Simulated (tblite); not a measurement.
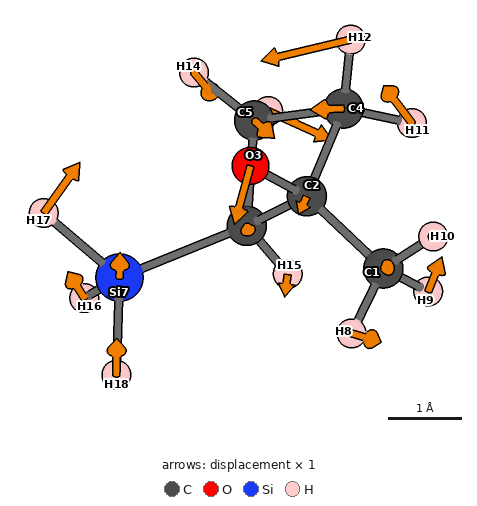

A relaxation of C5H11OSi (multiplicity 2). The starting structure is drawn; orange arrows show the displacements, at their true length. The two geometries are superimposed by the best rigid fit.

A ball-and-stick model, seen at a tilt.

Theory: GFN2-xTB geometry optimisation, gas phase in tblite 0.8.0. 

> Atoms of which element are displaced furthest, and by how much?

Hydrogen: up to 1.31 Å, against 0.88 Å for oxygen.

> What happened in the run?

The atom that moves furthest after the best rigid fit is an H atom (1.31 Å). Largest moves by element: H 1.31 Å, O 0.88 Å, C 0.52 Å, Si 0.46 Å. Some distances before and after: O–Si 3.257 → 2.380 Å, C–O 1.414 → 1.297 Å, H–Si 1.499 → 1.454 Å, C–C 1.562 → 1.600 Å. Bond angles that change, for instance: C–C–Si 122.1° → 97.2°, Si–C–H 107.1° → 118.3°, C–C–H 117.9° → 109.1°. The energy falls by 70.7 kJ/mol in 120 geometry steps. The run took 0.72 s on 1 thread of Arm Neoverse V2 (shared host).
